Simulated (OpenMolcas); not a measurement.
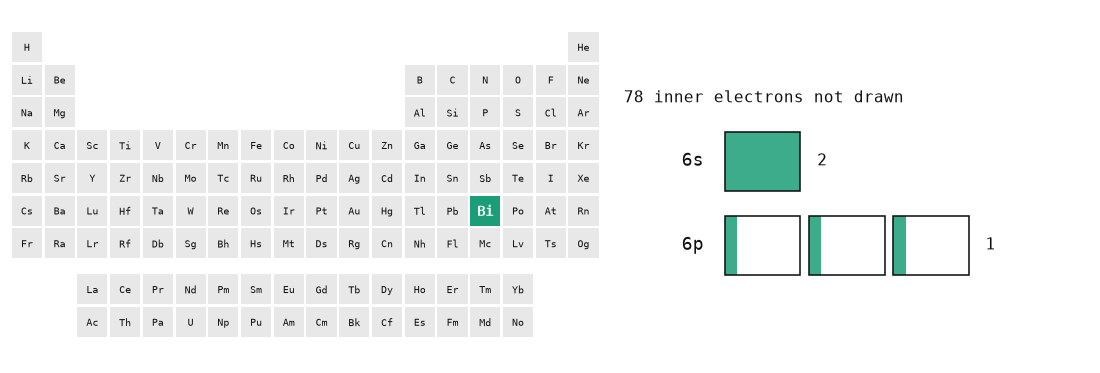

**Figure 1.** Left, the place of bismuth in the periodic table; right, the outer shells of the leading configuration of the lowest level: a box for each of the 2l + 1 orbitals, shaded by the share of the shell that is filled, with the electron count at the right.

Multiconfigurational calculation: Bi²⁺ (part 1 of 2)

System: Bi²⁺.
Method: state-averaged RASSCF, active space 3 electrons in the shells 6s 6p 6d; RAS3 6d with at most 2 electrons, basis ANO-RCC, DKH2 scalar Hamiltonian, spin-orbit coupling by RASSI with atomic mean-field integrals (OpenMolcas).

### The input
```
&GATEWAY
Coord
1

Bi 0.0 0.0 0.0
Basis=ANO-RCC
Group=XYZ
NoMove
AngMom=0.0 0.0 0.0
AMFI
&SEWARD
&RASSCF
FileOrb=start.orb
Symmetry=2
Spin=4
nActEl=3 0 0
Inactive=20 19
Ras2=1 3
CIRoot=1 1 1
SDav=1
CIMx=300
Iter=120 100
PrWF=0.3
OrbListing=Nothing
MaxOrb=0
Atom
>>> COPY $Project.JobIph JOBPRE
&RASSCF
FileOrb=start.orb
Symmetry=2
Spin=4
nActEl=3 0 2
Inactive=20 19
Ras2=1 3
Ras3=5 0
CIRoot=1 1 1
SDav=46
CIMx=300
Iter=120 100
PrWF=0.3
OrbListing=Nothing
MaxOrb=0
Thrs=2.0e-7 1.0e-1 5.0e-4
Atom
>>> COPY $Project.JobIph JOB001
&RASSCF
FileOrb=start.orb
Symmetry=2
Spin=2
nActEl=3 0 2
Inactive=20 19
Ras2=1 3
Ras3=5 0
CIRoot=11 11 1
SDav=116
CIMx=300
Iter=120 100
PrWF=0.3
OrbListing=Nothing
MaxOrb=0
Thrs=2.0e-7 1.0e-1 5.0e-4
Atom
>>> COPY $Project.JobIph JOB002
&RASSCF
FileOrb=start.orb
Symmetry=1
Spin=4
nActEl=3 0 2
Inactive=20 19
Ras2=1 3
Ras3=5 0
CIRoot=3 3 1
SDav=28
CIMx=300
Iter=120 100
PrWF=0.3
OrbListing=Nothing
MaxOrb=0
Thrs=2.0e-7 1.0e-1 5.0e-4
Atom
>>> COPY $Project.JobIph JOB003
&RASSCF
FileOrb=start.orb
Symmetry=1
Spin=2
nActEl=3 0 2
Inactive=20 19
Ras2=1 3
Ras3=5 0
CIRoot=21 21 1
SDav=84
CIMx=300
Iter=120 100
PrWF=0.3
OrbListing=Nothing
MaxOrb=0
Thrs=2.0e-7 1.0e-1 5.0e-4
Atom
CIOnly
>>> COPY $Project.JobIph JOB004
&RASSI
NrOfJobIphs=4 1 11 3 9
1
1 2 3 4 5 6 7 8 9 10 11
1 2 3
1 2 3 4 5 6 7 8 9
IphNames
JOB001
JOB002
JOB003
JOB004
EJob
SpinOrbit
DIPRint=1.0
SOCoupling=1000.0
Subsets=2
MEES
Property=10
'ANGMOM' 1 'ANGMOM' 2 'ANGMOM' 3 'MLTPL  1' 1 'MLTPL  1' 2 'MLTPL  1' 3
'AMFI' 1 'AMFI' 2 'AMFI' 3 'MLTPL  2' 6
SOProperty=3
'ANGMOM' 1 'ANGMOM' 2 'ANGMOM' 3
```

The file start.orb holds starting orbitals from an earlier step. A driver script formed the levels outside the program, from RASSI's spin-orbit matrix and the active-space energies, averaged over the components of each term or state.

Hardware: 1 thread of Intel Xeon @ 2.90GHz (Ice Lake), 16 GiB of memory available, shared host.

Launched with:
```bash
OMP_NUM_THREADS=1 MOLCAS_MEM=2252 MOLCAS_PROJECT=a pymolcas a.inp > a.log  # once for each step of the input, in one work folder
```

### The program's output (extracts)
```
--- SEWARD ---
Basis set label: BI.ANO-RCC.........

      Electronic valence basis set:
      ------------------
      Associated Effective Charge  83.000000 au
      Associated Actual Charge     83.000000 au
      Nuclear Model: Point charge

      Shell  nPrim  nBasis  Cartesian Spherical Contaminant
         s      25      11        X
         p      22      10        X
         d      16       9                 X
         f      12       6                 X
         g       4       4                 X
                  Relativistic Douglas-Kroll-Hess integrals:
                    - DKH order of Hamiltonian: 2
                    - DKH order of Properties : 0
                  Atomic mean-field integrals
--- RASSCF ---
Wave function specifications:
      -----------------------------

      Number of closed shell electrons          78
      Number of electrons in active shells       3
      Max number of holes in RAS1 space          0
      Max nr of electrons in RAS3 space          2
      Number of inactive orbitals               39
      Number of active orbitals                  9
      Number of secondary orbitals             116
      Spin quantum number                      1.5
      State symmetry                             2
Orbital specifications:
      -----------------------

      Symmetry species                           1   2
                                                ag  au
      Frozen orbitals                            0   0
      Inactive orbitals                         20  19
      Active orbitals                            6   3
      RAS1 orbitals                              0   0
      RAS2 orbitals                              1   3
      RAS3 orbitals                              5   0
      Secondary orbitals                        66  50
      Deleted orbitals                           0   0
      Number of basis functions                 92  72
      Number of CSFs                            46
      Number of root(s) required                 1
      Iter CI   SX   CI       RASSCF       Energy    max ROT     max BLB   max BLB  Level Ln srch  Step   QN
          iter iter root      energy       change     param      element    value   shift minimum  type update
 Nr of preliminary CI iterations:   1
 ###############################################################################
 ###############################################################################
 ###                                                                         ###
 ###                                                                         ###
 ###    WARNING: Problems in orbital optimization.                           ###
 ###                                                                         ###
 ###                                                                         ###
 ###############################################################################
 ###############################################################################
  Warning: In symmetry  1, orbital p=  21 has diagonal density matrix element D(p,p) close to zero. D(p,p)=  5.401612E-19
      Total energies have been shifted. Add               -21000.00 au
        ...
 ###############################################################################
 ###############################################################################
  Warning: In symmetry  1, orbital p=  21 has diagonal density matrix element D(p,p) close to zero. D(p,p)=  5.322054E-19
        4   1    4    1  -508.23853031   -4.00E-11  -1.76E-06    7  35 2 -2.17E-06   0.50   0.00    SX    NO
      Convergence after  4 iterations
        5   1    4    1  -508.23853031   -7.28E-12  -1.76E-06   13  39 2  1.32E-06   0.50   0.00    SX    NO
      Natural orbitals and occupation numbers for root  1
      sym 1:   0.000000   0.004089   0.004089   0.004089   0.004089   0.004089
      sym 2:   0.993185   0.993185   0.993185
::    RASSCF root number  1 Total energy: -21508.23853031
--- RASSCF ---
Wave function specifications:
      -----------------------------

      Number of closed shell electrons          78
      Number of electrons in active shells       3
      Max number of holes in RAS1 space          0
      Max nr of electrons in RAS3 space          2
      Number of inactive orbitals               39
      Number of active orbitals                  9
      Number of secondary orbitals             116
      Spin quantum number                      0.5
      State symmetry                             2
Orbital specifications:
      -----------------------

      Symmetry species                           1   2
                                                ag  au
      Frozen orbitals                            0   0
      Inactive orbitals                         20  19
      Active orbitals                            6   3
      RAS1 orbitals                              0   0
      RAS2 orbitals                              1   3
      RAS3 orbitals                              5   0
      Secondary orbitals                        66  50
      Deleted orbitals                           0   0
      Number of basis functions                 92  72
      Number of CSFs                           116
      Number of root(s) required                11
      Iter CI   SX   CI       RASSCF       Energy    max ROT     max BLB   max BLB  Level Ln srch  Step   QN
          iter iter root      energy       change     param      element    value   shift minimum  type update
 Nr of preliminary CI iterations:   1
      Total energies have been shifted. Add               -21000.00 au
        1   1   21    0  -508.44953295    0.00E+00   2.45E-01*  21  27 1  5.11E-02*  0.00   0.00    SX    NO
        2   1   22    0  -508.48689268   -3.74E-02*  9.57E-02   21  28 1 -3.53E-02*  0.00   0.00    SX    NO
        3   1   20    0  -508.49622551   -9.33E-03*  3.31E-02   21  27 1  2.01E-02*  0.00   0.00    SX    NO
        4   1   20    0  -508.49797146   -1.75E-03*  1.63E-02   21  28 1 -7.30E-03*  0.00   0.00    SX    NO
        5   1   19    0  -508.49827894   -3.07E-04*  1.02E-02   21  27 1  2.56E-03*  0.00   1.09    QN   YES
        6   1   15    0  -508.49834587   -6.69E-05*  2.80E-03   21  27 1  8.58E-04*  0.00   1.25    QN   YES
        7   1   16    0  -508.49834936   -3.50E-06*  1.86E-04   13  39 2 -3.55E-04   0.00   0.92    QN   YES
        8   1   13    0  -508.49834952   -1.58E-07   1.30E-04   13  39 2  1.69E-04   0.00   0.70    QN   YES
      Convergence after  8 iterations
        9   1   13    0  -508.49834956   -4.18E-08   1.30E-04   21  30 1 -7.87E-06   0.00   0.70    QN   YES
      Natural orbitals and occupation numbers for root  1
      sym 1:   1.960209   0.003133   0.004161   0.003133   0.000045   0.000045
      sym 2:   0.017684   0.993906   0.017684
      Natural orbitals and occupation numbers for root  2
      sym 1:   1.960209   0.000045   0.004161   0.003133   0.003133   0.000045
      sym 2:   0.017684   0.017684   0.993906
      Natural orbitals and occupation numbers for root  3
      sym 1:   1.960209   0.003133   0.000045   0.000045   0.003133   0.004161
      sym 2:   0.993906   0.017684   0.017684
::    RASSCF root number  1 Total energy: -21509.03574200
::    RASSCF root number  2 Total energy: -21509.03574200
::    RASSCF root number  3 Total energy: -21509.03574199
::    RASSCF root number  4 Total energy: -21508.32926901
::    RASSCF root number  5 Total energy: -21508.32926901
::    RASSCF root number  6 Total energy: -21508.32926901
::    RASSCF root number  7 Total energy: -21508.32926901
::    RASSCF root number  8 Total energy: -21508.32926901
::    RASSCF root number  9 Total energy: -21508.24275805
::    RASSCF root number 10 Total energy: -21508.24275805
::    RASSCF root number 11 Total energy: -21508.24275805
--- RASSCF ---
Wave function specifications:
      -----------------------------

      Number of closed shell electrons          78
      Number of electrons in active shells       3
      Max number of holes in RAS1 space          0
      Max nr of electrons in RAS3 space          2
      Number of inactive orbitals               39
      Number of active orbitals                  9
      Number of secondary orbitals             116
      Spin quantum number                      1.5
      State symmetry                             1
Orbital specifications:
      -----------------------

      Symmetry species                           1   2
                                                ag  au
      Frozen orbitals                            0   0
      Inactive orbitals                         20  19
      Active orbitals                            6   3
      RAS1 orbitals                              0   0
      RAS2 orbitals                              1   3
      RAS3 orbitals                              5   0
      Secondary orbitals                        66  50
      Deleted orbitals                           0   0
      Number of basis functions                 92  72
      Number of CSFs                            28
      Number of root(s) required                 3
      Iter CI   SX   CI       RASSCF       Energy    max ROT     max BLB   max BLB  Level Ln srch  Step   QN
          iter iter root      energy       change     param      element    value   shift minimum  type update
 Nr of preliminary CI iterations:   1
      Total energies have been shifted. Add               -21000.00 au
        1   1    6    0  -508.73599624    0.00E+00  -4.45E-06   21  27 1 -1.63E-06   0.00   0.00    SX    NO
        2   1    5    0  -508.73599624   -1.09E-10   1.57E-06   20  23 2 -4.00E-07   0.00   0.00    SX    NO
        3   1    3    0  -508.73599624   -3.64E-12  -6.32E-07   20  26 2  1.82E-07   0.00   0.00    SX    NO
        4   1    2    0  -508.73599624   -3.64E-12   2.02E-07   21  31 1 -1.02E-07   0.00   0.00    SX    NO
      Convergence after  4 iterations
        5   1    2    0  -508.73599624    2.91E-11   2.02E-07   21  30 1 -1.94E-07   0.00   0.00    SX    NO
      Natural orbitals and occupation numbers for root  1
      sym 1:   0.998265   0.001510   0.002577   0.002577   0.001510   0.000004
      sym 2:   0.001731   0.995914   0.995914
      Natural orbitals and occupation numbers for root  2
      sym 1:   0.998265   0.002577   0.000004   0.001510   0.001510   0.002577
      sym 2:   0.995914   0.001731   0.995914
      Natural orbitals and occupation numbers for root  3
      sym 1:   0.998265   0.001510   0.000004   0.001510   0.002577   0.002577
      sym 2:   0.995914   0.995914   0.001731
::    RASSCF root number  1 Total energy: -21508.73599625
::    RASSCF root number  2 Total energy: -21508.73599624
::    RASSCF root number  3 Total energy: -21508.73599624
--- RASSCF ---
Wave function specifications:
      -----------------------------

      Number of closed shell electrons          78
      Number of electrons in active shells       3
      Max number of holes in RAS1 space          0
      Max nr of electrons in RAS3 space          2
      Number of inactive orbitals               39
      Number of active orbitals                  9
      Number of secondary orbitals             116
      Spin quantum number                      0.5
      State symmetry                             1
Orbital specifications:
      -----------------------

      Symmetry species                           1   2
                                                ag  au
      Frozen orbitals                            0   0
      Inactive orbitals                         20  19
      Active orbitals                            6   3
      RAS1 orbitals                              0   0
      RAS2 orbitals                              1   3
      RAS3 orbitals                              5   0
      Secondary orbitals                        66  50
      Deleted orbitals                           0   0
      Number of basis functions                 92  72
      Number of CSFs                            84
      Number of root(s) required                21
      Iter CI   SX   CI       RASSCF       Energy    max ROT     max BLB   max BLB  Level Ln srch  Step   QN
          iter iter root      energy       change     param      element    value   shift minimum  type update
 Nr of preliminary CI iterations:   1
        1   1    0    0-21508.27653433    0.00E+00   0.00E+00   23  33 1 -3.51E-02*  0.00   0.00    SX    NO
      Natural orbitals and occupation numbers for root  1
      sym 1:   1.129031   0.002619   0.006765   0.144753   0.002615   0.001096
      sym 2:   0.005204   0.854412   0.853505
      Natural orbitals and occupation numbers for root  2
      sym 1:   1.129031   0.002610   0.144753   0.006765   0.002624   0.001096
      sym 2:   0.005206   0.855408   0.852507
      Natural orbitals and occupation numbers for root  3
      sym 1:   1.129031   0.144753   0.002616   0.001096   0.002618   0.006765
      sym 2:   0.853733   0.854185   0.005204
::    RASSCF root number  1 Total energy: -21508.65106392
::    RASSCF root number  2 Total energy: -21508.65106392
::    RASSCF root number  3 Total energy: -21508.65106392
::    RASSCF root number  4 Total energy: -21508.65106392
::    RASSCF root number  5 Total energy: -21508.65106392
::    RASSCF root number  6 Total energy: -21508.55337823
::    RASSCF root number  7 Total energy: -21508.52223918
::    RASSCF root number  8 Total energy: -21508.52223918
::    RASSCF root number  9 Total energy: -21508.52223918
::    RASSCF root number 10 Total energy: -21508.43333141
::    RASSCF root number 11 Total energy: -21508.43333141
::    RASSCF root number 12 Total energy: -21508.43333141
::    RASSCF root number 13 Total energy: -21508.43333141
::    RASSCF root number 14 Total energy: -21508.43333141
::    RASSCF root number 15 Total energy: -21507.75216408
::    RASSCF root number 16 Total energy: -21507.75216408
::    RASSCF root number 17 Total energy: -21507.75216408
::    RASSCF root number 18 Total energy: -21507.75216408
::    RASSCF root number 19 Total energy: -21507.75216408
::    RASSCF root number 20 Total energy: -21507.75216408
::    RASSCF root number 21 Total energy: -21507.75216408
--- RASSI ---
SPIN-FREE ENERGIES:
  (Shifted by EMIN (a.u.) =     -21509.0357419960)

 SF State       Relative EMIN(au)   Rel lowest level(eV)    D:o, cm**(-1)      L_eff

     2             0.0000000000        0.0000000000              0.0000         1.0
     3             0.0000000000        0.0000000000              0.0000         1.0
     4             0.0000000034        0.0000000920              0.0007         1.0
    13             0.2997457499        8.1564973750          65786.5880         1.0
    14             0.2997457531        8.1564974634          65786.5887         1.0
    15             0.2997457531        8.1564974634          65786.5887         1.0
    16             0.3846780752       10.4676236849          84427.0788         2.0
    17             0.3846780752       10.4676236849          84427.0788         2.0
    18             0.3846780782       10.4676237652          84427.0794         2.0
    19             0.3846780782       10.4676237652          84427.0794         2.0
    20             0.3846780792       10.4676237922          84427.0796         2.0
    21             0.4823637628       13.1257866601         105866.6090         0.0
    22             0.5135028147       13.9731234296         112700.8410         1.0
    23             0.5135028183       13.9731235262         112700.8417         1.0
    24             0.5135028183       13.9731235262         112700.8417         1.0
     7             0.7064729869       19.2241093194         155052.8984         2.0
     5             0.7064729869       19.2241093194         155052.8984         2.0
     6             0.7064729869       19.2241093194         155052.8984         2.0
     8             0.7064729885       19.2241093637         155052.8987         2.0
     9             0.7064729885       19.2241093637         155052.8987         2.0
    12             0.7929839412       21.5781923122         174039.8582         1.0
    10             0.7929839412       21.5781923122         174039.8582         1.0
    11             0.7929839412       21.5781923122         174039.8582         1.0
     1             0.7972116878       21.6932351557         174967.7413         0.0
     Dipole printing threshold changed to   1.00000000E+00
```

(Continued in part 2.) Outcome of the run: converged.
